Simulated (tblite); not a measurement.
**Geometry relaxation, with input and output: CHF₃SZn**

CHF₃SZn, SMILES F[C](F)(F)[Zn][SH], computed with GFN2-xTB geometry optimisation, gas phase (tblite 0.8.0).

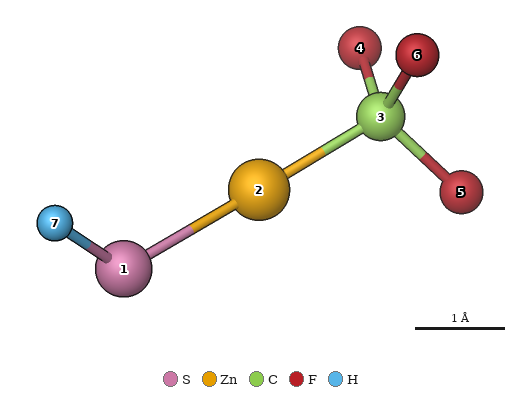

The structure as given in the input (ball-and-stick view, seen at a tilt; atoms are numbered from 1 in the order of the input). Sticks mark near contacts. Bond lengths as drawn: C–F 1.29 to 1.30 Å, C–Zn 1.67 Å, H–S 1.36 Å and S–Zn 1.95 Å.

Key numbers:

- outcome: converged
- total energy: −561.5265 eV
- hardware: 1 CPU thread, shared host
- wall time: 0.52 s
- peak memory: 0.17 GiB

Input:
```
{"job": {"kind": "relax", "xc": "GFN2-xTB", "basis": "xTB"}, "charge": 0, "multiplicity": 1}
S     -1.919346    -3.241624    -1.054989
Zn    -0.640344    -1.805776    -1.380414
C      0.244028    -0.411648    -1.613151
F      0.984492    -0.521376    -2.662792
F      1.003753    -0.221806    -0.574636
F     -0.570348     0.598103    -1.741893
H     -3.186977    -3.290638    -1.558197
```

The first line tells a small driver script what to run in tblite; the rest is the geometry in Å.

Command:
```bash
OMP_NUM_THREADS=1 python <driver script> task.json out
```

The program's output:
```
step      E/eV     max force
  0    -559.07383    5.702
  1    -560.01437    4.252
  2    -560.71561    2.528
  3    -561.13842    1.265
  4    -561.34367    1.066
  5    -561.41417    0.583
  6    -561.44448    0.384
  7    -561.45060    0.138
  8    -561.45189    0.114
  9    -561.45269    0.085
 10    -561.45325    0.081
 11    -561.45356    0.053
 12    -561.45394    0.077
 13    -561.45452    0.098
 14    -561.45528    0.107
 15    -561.45593    0.090
 16    -561.45631    0.046
 17    -561.45649    0.049
 18    -561.45658    0.034
 19    -561.45664    0.036
 20    -561.45671    0.035
 21    -561.45682    0.057
 22    -561.45706    0.084
 23    -561.45748    0.103
 24    -561.45804    0.092
 25    -561.45854    0.068
 26    -561.45888    0.056
 27    -561.45921    0.074
 28    -561.46008    0.119
 29    -561.46263    0.340
 30    -561.46614    0.390
 31    -561.46952    0.421
 32    -561.46237    0.742
 33    -561.48077    0.173
 34    -561.48458    0.182
 35    -561.49049    0.352
 36    -561.49344    0.194
 37    -561.49689    0.132
 38    -561.49887    0.121
 39    -561.50102    0.162
 40    -561.50318    0.218
 41    -561.50707    0.296
 42    -561.51195    0.280
 43    -561.51431    0.452
 44    -561.52083    0.123
 45    -561.52318    0.095
 46    -561.52517    0.127
 47    -561.52571    0.067
 48    -561.52604    0.052
 49    -561.52631    0.025
 50    -561.52635    0.026
 51    -561.52638    0.019
 52    -561.52639    0.013
 53    -561.52640    0.010
 54    -561.52642    0.012
 55    -561.52644    0.018
 56    -561.52647    0.017
 57    -561.52648    0.009
 58    -561.52648    0.003
```

Trajectory as extended XYZ (Å, eV, eV/Å), 30 frames, from step=0 to step=58:
```
7
Properties=species:S:1:pos:R:3:forces:R:3 step=0 energy=-559.07383
S    -1.9193   -3.2416   -1.0550   -3.7560  -4.1740   0.9950
Zn   -0.6403   -1.8058   -1.3804   -1.9630  -3.2510  -0.0070
C     0.2440   -0.4116   -1.6132    1.2100   1.8140   0.0240
F     0.9845   -0.5214   -2.6628    2.3780   0.8370  -2.7890
F     1.0038   -0.2218   -0.5746    2.2180   1.4290   2.1320
F    -0.5703    0.5981   -1.7419   -1.0470   2.8930  -0.4500
H    -3.1870   -3.2906   -1.5582    0.9590   0.4510   0.0970
7
Properties=species:S:1:pos:R:3:forces:R:3 step=2 energy=-560.71561
S    -2.0487   -3.4182   -0.9991    0.0420  -2.1100   1.3920
Zn   -0.6968   -1.8980   -1.3908   -0.6550  -0.7040  -0.2760
C     0.2875   -0.3571   -1.6159    0.4530   0.5250  -0.0700
F     1.0563   -0.4781   -2.7362    0.1120   0.9280   0.4650
F     1.0745   -0.1641   -0.5206    0.1150   0.7160  -0.6620
F    -0.5851    0.6902   -1.7568    0.9750   0.1080  -0.0390
H    -3.1725   -3.2694   -1.5667   -1.0430   0.5370  -0.8090
7
Properties=species:S:1:pos:R:3:forces:R:3 step=4 energy=-561.34367
S    -2.1580   -3.6664   -0.8867   -0.4910  -0.1230  -0.1190
Zn   -0.7709   -1.9983   -1.4151   -0.1520  -0.0990  -0.0130
C     0.3386   -0.2969   -1.6227   -0.1980  -0.2660  -0.0650
F     1.1106   -0.3875   -2.7511   -0.2200   0.6040   0.8500
F     1.1285   -0.0784   -0.5306   -0.2630   0.3140  -0.9280
F    -0.5288    0.7580   -1.7688    0.9430  -0.3340   0.0650
H    -3.2047   -3.2253   -1.6109    0.3800  -0.0950   0.2100
7
Properties=species:S:1:pos:R:3:forces:R:3 step=6 energy=-561.44448
S    -2.2157   -3.7425   -0.8624   -0.1080   0.2130  -0.1900
Zn   -0.8014   -2.0363   -1.4212   -0.0640  -0.0830   0.0930
C     0.3431   -0.2937   -1.6268   -0.2020  -0.3270   0.0150
F     1.1222   -0.3343   -2.7244    0.1350   0.1540   0.0370
F     1.1369   -0.0385   -0.5693    0.0500   0.0700  -0.1020
F    -0.4756    0.7695   -1.7702    0.0530   0.1190  -0.0010
H    -3.1943   -3.2190   -1.6117    0.1370  -0.1470   0.1480
7
Properties=species:S:1:pos:R:3:forces:R:3 step=8 energy=-561.45189
S    -2.2161   -3.7323   -0.8693    0.0880   0.0390   0.0080
Zn   -0.8036   -2.0383   -1.4173   -0.0630  -0.0660   0.0680
C     0.3356   -0.3052   -1.6269    0.0070   0.0150  -0.0310
F     1.1250   -0.3283   -2.7193    0.0640   0.0410  -0.0030
F     1.1363   -0.0370   -0.5765    0.0070  -0.0280  -0.0140
F    -0.4711    0.7704   -1.7697   -0.0190   0.0150   0.0010
H    -3.1907   -3.2241   -1.6071   -0.0840  -0.0160  -0.0300
7
Properties=species:S:1:pos:R:3:forces:R:3 step=10 energy=-561.45325
S    -2.2103   -3.7253   -0.8716   -0.0060  -0.0210   0.0110
Zn   -0.8069   -2.0411   -1.4119   -0.0100   0.0190   0.0310
C     0.3341   -0.3073   -1.6289    0.0450   0.0570  -0.0360
F     1.1291   -0.3253   -2.7185    0.0160   0.0320   0.0010
F     1.1360   -0.0395   -0.5784   -0.0180  -0.0360   0.0000
F    -0.4722    0.7708   -1.7695    0.0050  -0.0280  -0.0030
H    -3.1946   -3.2270   -1.6072   -0.0330  -0.0240  -0.0050
7
Properties=species:S:1:pos:R:3:forces:R:3 step=12 energy=-561.45394
S    -2.2110   -3.7275   -0.8706   -0.0670  -0.0150  -0.0170
Zn   -0.8107   -2.0433   -1.4072    0.0280   0.0710   0.0130
C     0.3367   -0.3048   -1.6325    0.0090  -0.0220  -0.0130
F     1.1341   -0.3192   -2.7187    0.0220   0.0340  -0.0280
F     1.1361   -0.0413   -0.5794   -0.0080  -0.0230   0.0240
F    -0.4714    0.7713   -1.7699   -0.0020   0.0000  -0.0090
H    -3.1986   -3.2299   -1.6077    0.0180  -0.0450   0.0300
7
Properties=species:S:1:pos:R:3:forces:R:3 step=14 energy=-561.45528
S    -2.2178   -3.7343   -0.8693   -0.0490   0.0010  -0.0150
Zn   -0.8164   -2.0411   -1.3959    0.0450   0.0920  -0.0100
C     0.3436   -0.3008   -1.6414   -0.0330  -0.1000   0.0150
F     1.1469   -0.3027   -2.7218    0.0140   0.0310  -0.0290
F     1.1353   -0.0475   -0.5796   -0.0050  -0.0050   0.0220
F    -0.4696    0.7718   -1.7716    0.0060   0.0180  -0.0110
H    -3.2067   -3.2401   -1.6066    0.0210  -0.0380   0.0280
7
Properties=species:S:1:pos:R:3:forces:R:3 step=16 energy=-561.45631
S    -2.2222   -3.7354   -0.8700    0.0340  -0.0030   0.0270
Zn   -0.8174   -2.0319   -1.3866    0.0030   0.0400  -0.0220
C     0.3478   -0.3020   -1.6483   -0.0130  -0.0380   0.0060
F     1.1563   -0.2894   -2.7251   -0.0100   0.0130   0.0130
F     1.1326   -0.0555   -0.5784   -0.0120  -0.0040  -0.0070
F    -0.4686    0.7704   -1.7733    0.0240  -0.0090  -0.0010
H    -3.2132   -3.2510   -1.6044   -0.0250   0.0000  -0.0170
7
Properties=species:S:1:pos:R:3:forces:R:3 step=18 energy=-561.45658
S    -2.2197   -3.7320   -0.8704    0.0240   0.0000   0.0220
Zn   -0.8162   -2.0265   -1.3864   -0.0270   0.0020  -0.0210
C     0.3472   -0.3048   -1.6489    0.0090   0.0150  -0.0040
F     1.1563   -0.2884   -2.7250   -0.0020   0.0010   0.0130
F     1.1307   -0.0584   -0.5779   -0.0060  -0.0080  -0.0030
F    -0.4683    0.7687   -1.7734    0.0110  -0.0100   0.0040
H    -3.2147   -3.2534   -1.6041   -0.0090   0.0000  -0.0100
7
Properties=species:S:1:pos:R:3:forces:R:3 step=20 energy=-561.45671
S    -2.2177   -3.7306   -0.8692   -0.0130   0.0100   0.0010
Zn   -0.8179   -2.0241   -1.3874   -0.0270  -0.0020  -0.0230
C     0.3474   -0.3055   -1.6496    0.0040   0.0060   0.0010
F     1.1570   -0.2870   -2.7246    0.0130  -0.0030  -0.0060
F     1.1297   -0.0603   -0.5778    0.0050  -0.0080   0.0110
F    -0.4675    0.7678   -1.7733   -0.0070   0.0110   0.0030
H    -3.2158   -3.2551   -1.6043    0.0250  -0.0150   0.0140
7
Properties=species:S:1:pos:R:3:forces:R:3 step=22 energy=-561.45706
S    -2.2148   -3.7286   -0.8639   -0.0600   0.0250  -0.0280
Zn   -0.8275   -2.0176   -1.3930   -0.0080   0.0040  -0.0270
C     0.3498   -0.3058   -1.6523   -0.0180  -0.0260   0.0100
F     1.1621   -0.2813   -2.7238    0.0340  -0.0080  -0.0280
F     1.1277   -0.0664   -0.5765    0.0180  -0.0050   0.0270
F    -0.4648    0.7672   -1.7729   -0.0280   0.0470   0.0010
H    -3.2172   -3.2622   -1.6036    0.0610  -0.0370   0.0440
7
Properties=species:S:1:pos:R:3:forces:R:3 step=24 energy=-561.45804
S    -2.2083   -3.7202   -0.8480   -0.0770   0.0320  -0.0370
Zn   -0.8575   -1.9972   -1.4164    0.0370   0.0020  -0.0260
C     0.3555   -0.3077   -1.6588   -0.0410  -0.0360   0.0110
F     1.1772   -0.2672   -2.7218    0.0370  -0.0150  -0.0210
F     1.1224   -0.0851   -0.5711    0.0140  -0.0110   0.0170
F    -0.4578    0.7678   -1.7709   -0.0250   0.0790   0.0030
H    -3.2163   -3.2851   -1.5991    0.0540  -0.0520   0.0530
7
Properties=species:S:1:pos:R:3:forces:R:3 step=26 energy=-561.45888
S    -2.2031   -3.7091   -0.8358    0.0000   0.0070   0.0170
Zn   -0.8797   -1.9800   -1.4409    0.0510  -0.0170  -0.0180
C     0.3573   -0.3099   -1.6623   -0.0240   0.0230  -0.0080
F     1.1881   -0.2606   -2.7191   -0.0010  -0.0120   0.0180
F     1.1178   -0.1014   -0.5662   -0.0150  -0.0190  -0.0130
F    -0.4529    0.7713   -1.7683    0.0240   0.0480   0.0060
H    -3.2122   -3.3050   -1.5934   -0.0360  -0.0290  -0.0040
7
Properties=species:S:1:pos:R:3:forces:R:3 step=28 energy=-561.46008
S    -2.1958   -3.6910   -0.8185    0.0710  -0.0090   0.0670
Zn   -0.9027   -1.9586   -1.4754    0.0340  -0.0550  -0.0090
C     0.3563   -0.3105   -1.6681    0.0280   0.1060  -0.0220
F     1.2029   -0.2535   -2.7137   -0.0640   0.0010   0.0500
F     1.1093   -0.1266   -0.5608   -0.0590  -0.0270  -0.0340
F    -0.4439    0.7821   -1.7641    0.0960  -0.0060   0.0020
H    -3.2108   -3.3366   -1.5854   -0.1050  -0.0100  -0.0540
7
Properties=species:S:1:pos:R:3:forces:R:3 step=30 energy=-561.46614
S    -2.1652   -3.6073   -0.7414   -0.0040   0.1030  -0.0630
Zn   -0.9958   -1.8766   -1.6301   -0.0390  -0.1860   0.0520
C     0.3497   -0.3043   -1.6933    0.2250   0.3190   0.0040
F     1.2627   -0.2251   -2.6842   -0.2570   0.0410   0.0830
F     1.0668   -0.2390   -0.5426   -0.2590  -0.0350  -0.1200
F    -0.3942    0.8383   -1.7445    0.3080  -0.1980   0.0050
H    -3.2087   -3.4808   -1.5500    0.0260  -0.0440   0.0390
7
Properties=species:S:1:pos:R:3:forces:R:3 step=32 energy=-561.46237
S    -2.1451   -3.4816   -0.6695   -0.4740   0.0310  -0.4860
Zn   -1.0554   -1.8257   -1.8099   -0.1110  -0.1780   0.1290
C     0.3260   -0.2688   -1.7195    0.2750   0.1620   0.1050
F     1.3103   -0.2120   -2.6346   -0.2240   0.1360  -0.2200
F     0.9959   -0.3737   -0.5402   -0.4320   0.0450   0.0200
F    -0.3084    0.9351   -1.7164    0.3600  -0.3190   0.0420
H    -3.2082   -3.6680   -1.4961    0.6060   0.1230   0.4100
7
Properties=species:S:1:pos:R:3:forces:R:3 step=34 energy=-561.48458
S    -2.1664   -3.5464   -0.7074    0.0140   0.0530  -0.0050
Zn   -1.0247   -1.8587   -1.7104   -0.0260  -0.0810   0.0220
C     0.3440   -0.2790   -1.7132    0.0300  -0.0490  -0.0030
F     1.2900   -0.2021   -2.6630   -0.0620   0.0530  -0.1440
F     1.0206   -0.3117   -0.5423   -0.1330  -0.0230   0.1220
F    -0.3356    0.8900   -1.7312    0.1190   0.0330   0.0080
H    -3.2126   -3.5868   -1.5186    0.0580   0.0140  -0.0010
7
Properties=species:S:1:pos:R:3:forces:R:3 step=36 energy=-561.49344
S    -2.1656   -3.4938   -0.6809   -0.0690   0.0300  -0.0680
Zn   -1.0447   -1.8510   -1.7827   -0.0180  -0.0060   0.0390
C     0.3360   -0.2631   -1.7235   -0.0840  -0.0810  -0.0210
F     1.3014   -0.1925   -2.6513    0.0530   0.0080  -0.1500
F     0.9766   -0.3671   -0.5365   -0.0810  -0.0420   0.1100
F    -0.2834    0.9356   -1.7180    0.0220   0.0330   0.0340
H    -3.2050   -3.6628   -1.4931    0.1760   0.0580   0.0550
7
Properties=species:S:1:pos:R:3:forces:R:3 step=38 energy=-561.49887
S    -2.1593   -3.4537   -0.6715   -0.0110   0.0080   0.0120
Zn   -1.0512   -1.8507   -1.8267   -0.0160   0.0480   0.0410
C     0.3242   -0.2592   -1.7250   -0.0680  -0.0290  -0.0560
F     1.2952   -0.2006   -2.6532    0.0590  -0.0390   0.0360
F     0.9397   -0.3990   -0.5252   -0.0190  -0.0680  -0.0500
F    -0.2498    0.9597   -1.7063   -0.0530   0.0270   0.0260
H    -3.1836   -3.6912   -1.4782    0.1080   0.0530  -0.0100
7
Properties=species:S:1:pos:R:3:forces:R:3 step=40 energy=-561.50318
S    -2.1372   -3.4063   -0.6612   -0.0530  -0.0220  -0.0020
Zn   -1.0718   -1.8327   -1.8735   -0.0230   0.0350   0.0560
C     0.3075   -0.2661   -1.7258    0.0550   0.0980  -0.0300
F     1.2896   -0.2205   -2.6491   -0.0100  -0.0320   0.1640
F     0.9069   -0.4344   -0.5170   -0.0440  -0.0870  -0.1950
F    -0.2325    0.9690   -1.6924   -0.0340  -0.0360  -0.0060
H    -3.1471   -3.7037   -1.4671    0.1090   0.0440   0.0130
7
Properties=species:S:1:pos:R:3:forces:R:3 step=42 energy=-561.51195
S    -2.1034   -3.3390   -0.6429   -0.0540  -0.0400   0.0170
Zn   -1.1309   -1.7798   -1.9220   -0.0010  -0.0090   0.0410
C     0.2899   -0.2811   -1.7429    0.1910   0.1750   0.0560
F     1.3037   -0.2330   -2.6316   -0.0910  -0.0020   0.1630
F     0.8549   -0.5085   -0.5224   -0.1040  -0.0790  -0.2480
F    -0.2197    0.9664   -1.6730    0.0190  -0.0490  -0.0410
H    -3.0791   -3.7198   -1.4512    0.0400   0.0040   0.0120
7
Properties=species:S:1:pos:R:3:forces:R:3 step=44 energy=-561.52083
S    -2.0939   -3.2933   -0.6224    0.0150  -0.0040   0.0660
Zn   -1.1874   -1.7289   -1.9410    0.0440  -0.0170   0.0000
C     0.2874   -0.2816   -1.7726    0.0650   0.0620   0.0440
F     1.3377   -0.2160   -2.6069   -0.0430   0.0130  -0.0070
F     0.8011   -0.5922   -0.5488   -0.0990  -0.0150  -0.0720
F    -0.2035    0.9701   -1.6603    0.0600  -0.0110   0.0060
H    -3.0261   -3.7529   -1.4339   -0.0410  -0.0280  -0.0370
7
Properties=species:S:1:pos:R:3:forces:R:3 step=46 energy=-561.52517
S    -2.1024   -3.2532   -0.6049   -0.0110  -0.0010  -0.0220
Zn   -1.1933   -1.7220   -1.9770    0.0110  -0.0140   0.0260
C     0.2766   -0.2647   -1.7860   -0.0110   0.0600  -0.0110
F     1.3457   -0.2128   -2.5950    0.0090  -0.0300  -0.0090
F     0.7447   -0.6491   -0.5628   -0.0600   0.0660  -0.0590
F    -0.1599    1.0040   -1.6461    0.0360  -0.1030   0.0650
H    -2.9961   -3.7971   -1.4144    0.0260   0.0230   0.0090
7
Properties=species:S:1:pos:R:3:forces:R:3 step=48 energy=-561.52604
S    -2.1019   -3.2485   -0.6060    0.0170  -0.0020   0.0380
Zn   -1.1878   -1.7252   -1.9753    0.0000  -0.0010  -0.0040
C     0.2727   -0.2632   -1.7867   -0.0110   0.0000  -0.0510
F     1.3425   -0.2178   -2.5962    0.0170  -0.0160  -0.0060
F     0.7370   -0.6498   -0.5646   -0.0130   0.0260   0.0080
F    -0.1563    1.0041   -1.6427    0.0040  -0.0060   0.0430
H    -2.9911   -3.7943   -1.4147   -0.0130   0.0000  -0.0280
7
Properties=species:S:1:pos:R:3:forces:R:3 step=50 energy=-561.52635
S    -2.0993   -3.2381   -0.6008    0.0160   0.0030   0.0200
Zn   -1.1937   -1.7218   -1.9839    0.0030   0.0010   0.0060
C     0.2686   -0.2626   -1.7912    0.0030  -0.0060  -0.0110
F     1.3436   -0.2222   -2.5941    0.0050  -0.0040  -0.0030
F     0.7233   -0.6594   -0.5677   -0.0050  -0.0020   0.0030
F    -0.1495    1.0061   -1.6357   -0.0060   0.0140   0.0050
H    -2.9777   -3.7967   -1.4128   -0.0170  -0.0060  -0.0190
7
Properties=species:S:1:pos:R:3:forces:R:3 step=52 energy=-561.52639
S    -2.1009   -3.2411   -0.6005    0.0070  -0.0020   0.0100
Zn   -1.1922   -1.7224   -1.9800    0.0010  -0.0010   0.0030
C     0.2700   -0.2621   -1.7926   -0.0060   0.0010   0.0020
F     1.3454   -0.2204   -2.5947    0.0000   0.0010  -0.0030
F     0.7244   -0.6578   -0.5685    0.0000  -0.0070   0.0050
F    -0.1506    1.0062   -1.6358    0.0020   0.0030  -0.0070
H    -2.9808   -3.7972   -1.4139   -0.0030   0.0030  -0.0100
7
Properties=species:S:1:pos:R:3:forces:R:3 step=54 energy=-561.52642
S    -2.1018   -3.2448   -0.6004    0.0030  -0.0020   0.0040
Zn   -1.1899   -1.7238   -1.9763   -0.0030  -0.0050   0.0030
C     0.2707   -0.2619   -1.7924   -0.0020   0.0050  -0.0020
F     1.3454   -0.2197   -2.5958   -0.0090   0.0030   0.0070
F     0.7268   -0.6551   -0.5681    0.0010  -0.0040   0.0020
F    -0.1523    1.0060   -1.6371    0.0070  -0.0030  -0.0080
H    -2.9837   -3.7956   -1.4159    0.0030   0.0060  -0.0050
7
Properties=species:S:1:pos:R:3:forces:R:3 step=56 energy=-561.52647
S    -2.1026   -3.2504   -0.5990    0.0000  -0.0010  -0.0040
Zn   -1.1863   -1.7272   -1.9698   -0.0050  -0.0050   0.0020
C     0.2707   -0.2616   -1.7920    0.0030   0.0050  -0.0070
F     1.3440   -0.2196   -2.5975   -0.0120   0.0020   0.0120
F     0.7291   -0.6516   -0.5674    0.0010   0.0010  -0.0010
F    -0.1540    1.0061   -1.6396    0.0080  -0.0060  -0.0040
H    -2.9857   -3.7905   -1.4206    0.0040   0.0040   0.0010
7
Properties=species:S:1:pos:R:3:forces:R:3 step=58 energy=-561.52648
S    -2.1022   -3.2507   -0.5982    0.0020  -0.0010  -0.0010
Zn   -1.1864   -1.7282   -1.9689   -0.0010   0.0010   0.0010
C     0.2700   -0.2616   -1.7922    0.0000   0.0010  -0.0010
F     1.3432   -0.2200   -2.5973   -0.0010  -0.0010   0.0020
F     0.7286   -0.6517   -0.5675    0.0000   0.0010   0.0000
F    -0.1534    1.0063   -1.6401    0.0020   0.0010   0.0000
H    -2.9845   -3.7888   -1.4218   -0.0010  -0.0010   0.0010
```
